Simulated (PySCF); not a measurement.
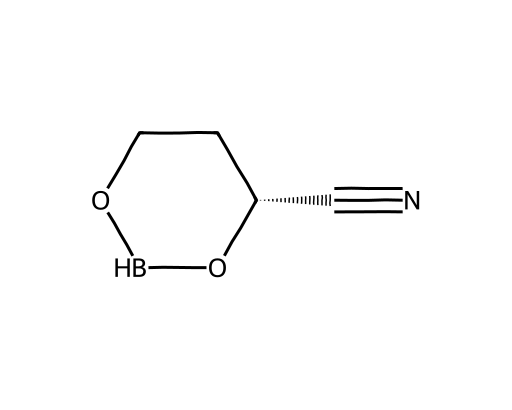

A structural formula.

**Give its SMILES.**

N#C[C@H]1CCOBO1

**Give the formula, hydrogens included.**

C4H6BNO2.

**An optimisation with PBE0-D3(BJ)/def2-SVP gave a structure of which point group?**

C1.

The parts below concern this one geometry. Atoms keep their numbers from picture to picture. The computed structure is the end point of a PBE0-D3(BJ)/def2-SVP optimisation. No frequency run is at hand to confirm it as a minimum.

**NMR shielding**

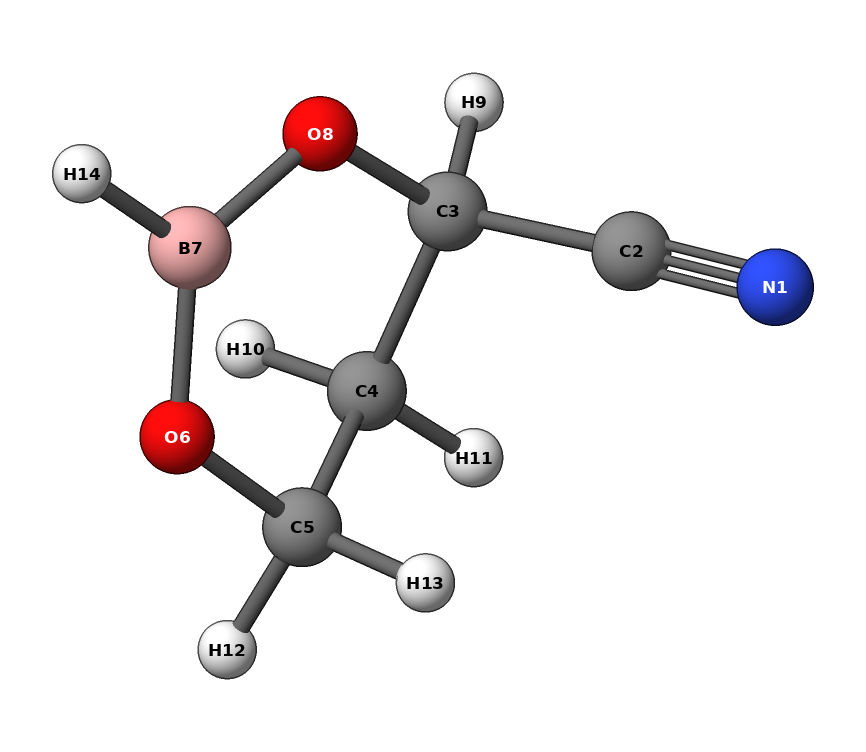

The questions are on isotropic NMR shieldings of the C atoms. No frequency run is at hand to confirm it as a minimum. Properties computed with GIAO PBE0/pcSseg-1 NMR shielding, non-relativistic, IEF-PCM chloroform (PySCF 2.14.0).

Give the isotropic NMR shieldings of the C atoms atom by atom.

| atom | σ (ppm) |
| --- | --- |
| C2 | 57.3 |
| C3 | 124.7 |
| C4 | 151.8 |
| C5 | 125.1 |

**Bond orders**

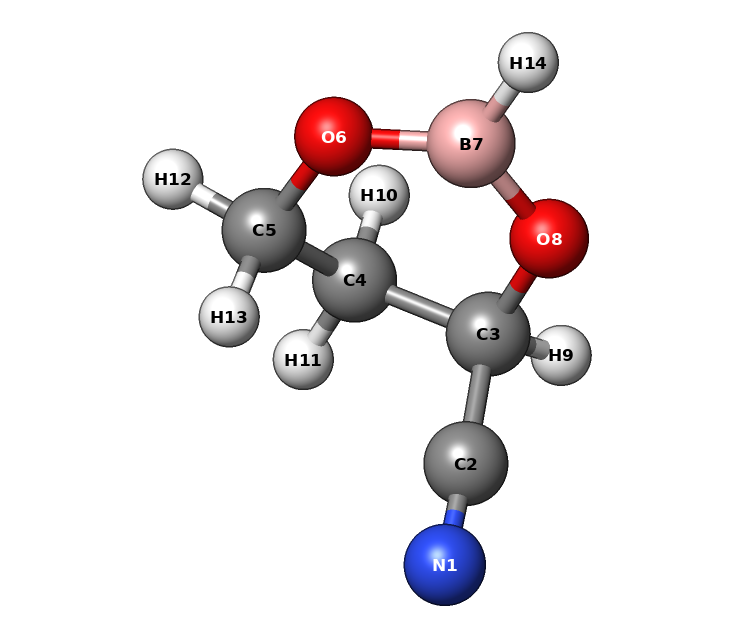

Every bond is drawn as one stick. No frequency run is at hand to confirm it as a minimum. Computed with PBE0/pcSseg-1 (PySCF 2.14.0).

**Which bond has the highest Mayer bond order?**

N1–C2, 3.03, at a length of 1.156 Å.

List the Mayer bond orders of N1–C2, C2–C3, C3–C4, C3–O8, C3–H9, C4–C5, C4–H10, C4–H11, C5–O6, C5–H12, C5–H13, O6–B7, B7–O8, B7–H14.

```tsv
bond	Mayer order	length (Å)
N1–C2	3.03	1.156
C2–C3	0.94	1.474
C3–C4	1.03	1.529
C3–O8	0.89	1.407
C3–H9	0.93	1.103
C4–C5	1.03	1.516
C4–H10	0.94	1.102
C4–H11	0.94	1.100
C5–O6	0.87	1.413
C5–H12	0.95	1.100
C5–H13	0.94	1.104
O6–B7	1.18	1.353
B7–O8	1.11	1.370
B7–H14	0.97	1.202
```

**Ring current**

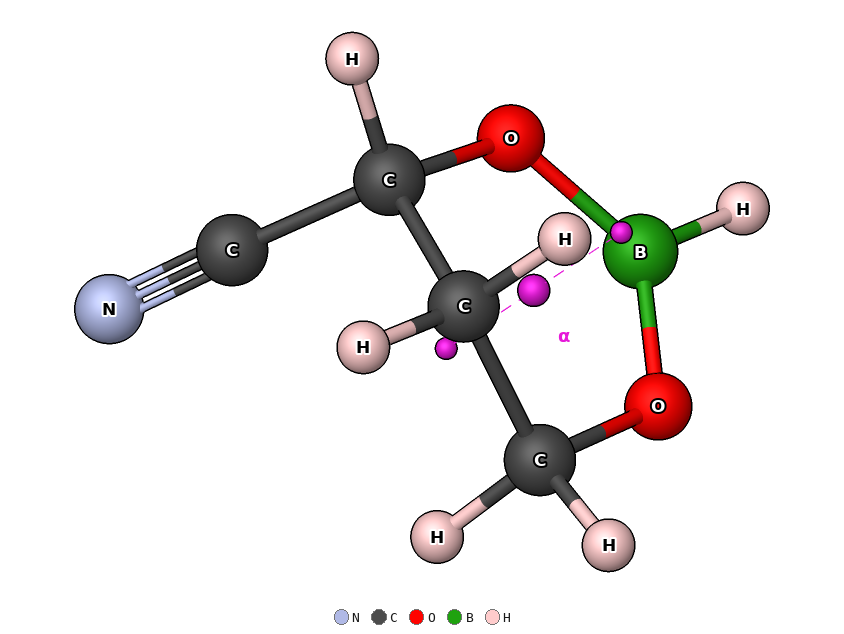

The small points mark where nucleus-independent chemical shifts (NICS) were computed: at the centre of each lettered ring and 1 Å above and below it. No frequency run is at hand to confirm it as a minimum. Properties computed with GIAO PBE/pcSseg-1 NMR shielding, non-relativistic, gas phase (PySCF 2.14.0).

Give NICS(0), NICS(1) and the out-of-plane component NICS(1)zz for each ring (means of the two sides).

```json
{"ring": "α", "members": "C3BO2", "NICS(0)": "−1.4", "NICS(1)": "−1.5", "NICS(1)zz": "0.5"}
```

Values in ppm.

**What do the values say about the ring currents?**

Ring α: weak, as in a non-aromatic ring. NICS is one index among several.

**Charges**

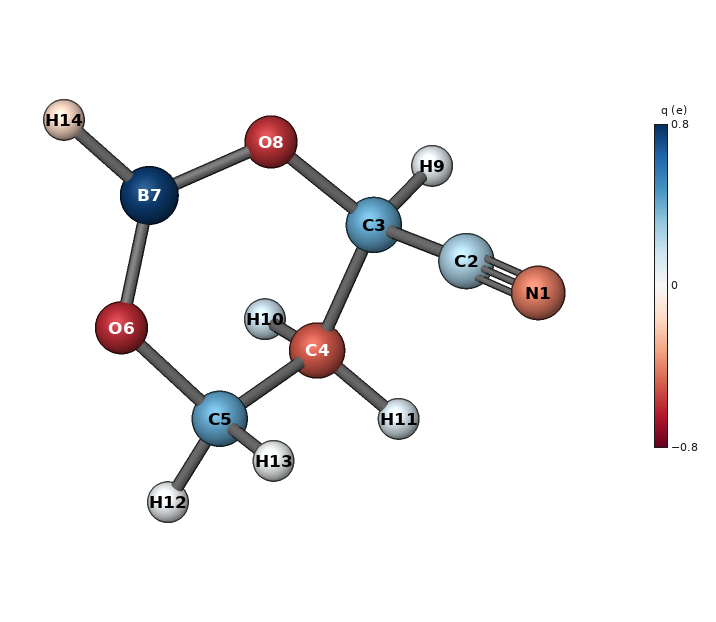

Atoms are coloured by their ESP-fitted charges. No frequency run is at hand to confirm it as a minimum. Level of theory: PBE0/pcSseg-1, gas phase (PySCF 2.14.0).

Give the ESP-fitted charges atom by atom.

| atom | value (e) |
| --- | --- |
| N1 | −0.41 |
| C2 | 0.26 |
| C3 | 0.42 |
| C4 | −0.50 |
| C5 | 0.42 |
| O6 | −0.60 |
| B7 | 0.76 |
| O8 | −0.58 |
| H9 | 0.06 |
| H10 | 0.17 |
| H11 | 0.12 |
| H12 | 0.03 |
| H13 | 0.02 |
| H14 | −0.16 |
